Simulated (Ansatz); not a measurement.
The end point of a relaxation of ZrS$_{2}$. Level of theory: r2SCAN (plane waves to 500 eV, PAW, scalar-relativistic; Ansatz, a program for electronic structure).

P-3m1 (No. 164), hP3, CdI2 type; a = b = 3.6910 Å, c = 6.0973 Å, α = β = 90.00°, γ = 120.00°.

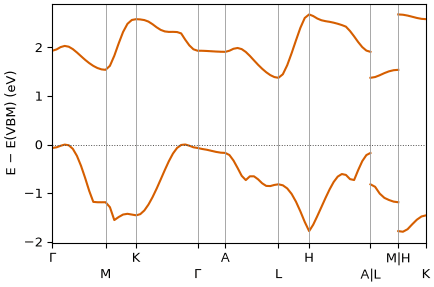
Figure: Highest filled and lowest empty band along the path of this cell's Brillouin zone

### Question
Read off the gap and say whether it is direct.

### Answer
1.37 eV, indirect (valence top at 80 % of the way from K to Γ, conduction bottom at L) (no spin-orbit coupling).

### Question
How far does the top valence band disperse along this path?

### Answer
About 1.8 eV.

No spin polarisation in the result.

Measured for ZrS2: a 3.662 Å (as listed in Torbjörn Björkman, The Journal of Chemical Physics (2014)); c 5.805 Å (corrected from measurement; as listed in Torbjörn Björkman, The Journal of Chemical Physics (2014)). Computed minus measured — a: r2SCAN +0.8 %; c: r2SCAN +5.0 %. The computed values are for a static lattice.

The run could not lose the symmetry of its start; a randomly shaken copy of 6 atoms returns to this structure.
